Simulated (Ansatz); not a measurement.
# LaTl (Pm-3m): convergence test of the plane-wave cutoff from a Python script

How high a cutoff does LaTl (Pm-3m) need? A script is to give a convergence test of the plane-wave cutoff; the system is LaTl (Pm-3m).

Computed with Ansatz 0.2.0, driven from Python. Level of theory: DFT PBEsol, plane waves, PAW.

**1. The structure**

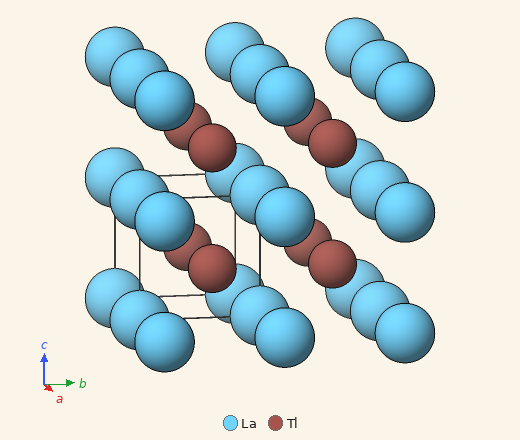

The structure that the script starts from, seen slightly off an axis (lanthanum blue, thallium brown). 2×2×2 cells are drawn. Atoms on cell faces are repeated.

The script holds or builds the structure itself.

**2. The code**

ecut_latl.py reads:

```python
# -*- coding: utf-8 -*-
'''Convergence of LaTl with the plane-wave cutoff.'''

from dataclasses import dataclass
import csv

import ansatz as az


@dataclass(frozen=True)
class Options:
    xc: str = 'PBEsol'
    kspacing: float = 0.52
    occupations: str = 'gaussian'
    smearing_width: float = 0.02
    tolerance: float = 1e-07
    n_empty: int = 2


opts = Options()

cell = (
    az.Lattice.of((3.936, 0.0, 0.0), (0.0, 3.936, 0.0), (0.0, 0.0, 3.936))
    .atom('La', (0.0, 0.0, 0.0))
    .atom('Tl', (0.5, 0.5, 0.5))
)

base = (
    cell.calculation()
    .functional(opts.xc)
    .kpoints(spacing=opts.kspacing)
    .occupations(opts.occupations, width=opts.smearing_width)
    .scf(tolerance=opts.tolerance, extra_bands=opts.n_empty, algorithm='density_mixing')
)

rows = []
for value in [250, 350, 450, 550, 650]:
    rep = base.basis(value).run().report
    rows.append((value, rep['free_energy_ev'] / len(rep['lattice']['sites']), rep['n_iterations'], rep['n_pw']))

with open('ecut.csv', 'w', newline='') as handle:
    writer = csv.writer(handle)
    writer.writerow(['cutoff (eV)', 'F/atom (eV)', 'iterations', 'plane waves'])
    writer.writerows([round(v, 5) if isinstance(v, float) else v for v in row] for row in rows)

# differences from the last row
for row in rows[:-1]:
    shift = 1000 * (row[1] - rows[-1][1])
    print(f'{row[0]}: {shift:+.2f} meV/atom' + ('  (within 2 meV)' if abs(shift) < 2 else ''))
```

**3. The input behind the calls**

The package turns the script's settings into the engine's input (first run):

```yaml
crystal:
  lattice:
    - [3.936, 0.0, 0.0]
    - [0.0, 3.936, 0.0]
    - [0.0, 0.0, 3.936]
  atoms:
    - { symbol: La, position: [0.0, 0.0, 0.0] }
    - { symbol: Tl, position: [0.5, 0.5, 0.5] }
basis:
  ecutwfc: 250.0
kpoints:
  mp_grid:
    kspacing: 0.52
hamiltonian:
  xc: pbesol
scf:
  algorithm: density_mixing
  n_extra_bands: 2
  convergence:
    dr2_threshold: 1.0e-07
  occupations:
    method: gaussian
    width: 0.02
```

**4. Launch**

Launch:

```
> python ecut_latl.py
```

Standard output:

```text
DeckWarning: basis.ecutwfc = 250 eV is below the records' recommended 420 eV, and the density's cutoff is lower with it unless basis.ecutrho_ratio is high enough to keep the records' density cutoff: compare with a run at a higher cutoff
DeckWarning: basis.ecutwfc = 350 eV is below the records' recommended 420 eV, and the density's cutoff is lower with it unless basis.ecutrho_ratio is high enough to keep the records' density cutoff: compare with a run at a higher cutoff
250: +470.00 meV/atom
350: +3.67 meV/atom
450: +0.39 meV/atom  (within 2 meV)
550: +0.08 meV/atom  (within 2 meV)
```

(Warnings from the package without file and line.)

It took 4.5 s on 1 thread of Arm Neoverse V1, shared host; peak memory 0.39 GiB.

It wrote ecut.csv:

```csv
cutoff (eV),F/atom (eV),iterations,plane waves
250,-8728.42819,7,515
350,-8728.89453,6,925
450,-8728.89781,6,1357
550,-8728.89812,6,1791
650,-8728.8982,6,2301
```

**5. What changed from run to run**

The engine's inputs for some of the other runs:

Run 2, against run 1:

```diff
@@ -10 +10 @@
-  ecutwfc: 250.0
+  ecutwfc: 350.0
```

Run 3, against run 1:

```diff
@@ -10 +10 @@
-  ecutwfc: 250.0
+  ecutwfc: 450.0
```

Run 4, against run 1:

```diff
@@ -10 +10 @@
-  ecutwfc: 250.0
+  ecutwfc: 550.0
```

Lines on the test bed's own set-up are left out of the output.

A comment line of the script is reworded here; the code is as run.

**6. The runs side by side**

One row for each of the 5 runs:

| run | cutoff (eV) | energy from run 5 (meV/atom) | SCF cycles | CPU time (s) |
| --- | --- | --- | --- | --- |
| 1 | 250 | 470.00 | 7 | 0.49 |
| 2 | 350 | 3.67 | 6 | 0.44 |
| 3 | 450 | 0.39 | 6 | 0.56 |
| 4 | 550 | 0.08 | 6 | 0.67 |
| 5 | 650 | 0.00 | 6 | 0.89 |

Energies are free energies F = E - TS of the smeared occupations. 

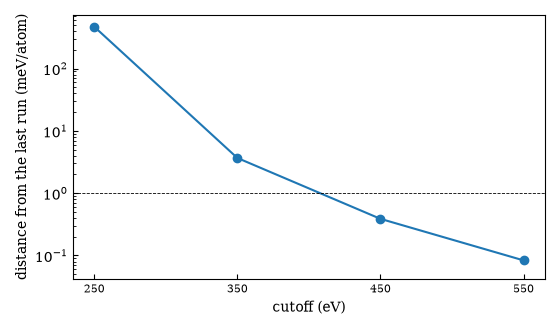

How far each run lies from the last one; the dashed line marks 1 meV/atom.

**7. Outcome**

```
                              quantity           value
                         runs compared               5
       last run but one, from the last  +0.08 meV/atom
within 5 meV/atom of the last run from             350
```

In words: Runs 1, 2: each has a cutoff under the recommended one, so what rests on them isn't a property of the system. From 450 eV on it stays within 2 meV an atom of the value at 650 eV; the first row (250 eV) is off by 470.0 meV and the last but one by 0.08 meV. The energy falls steadily, as expected when plane waves are added. What to keep in mind:
- Spin-orbit coupling, which matters for elements this heavy, is left out.
- Shifts are counted from the last row, which is itself no proven limit.
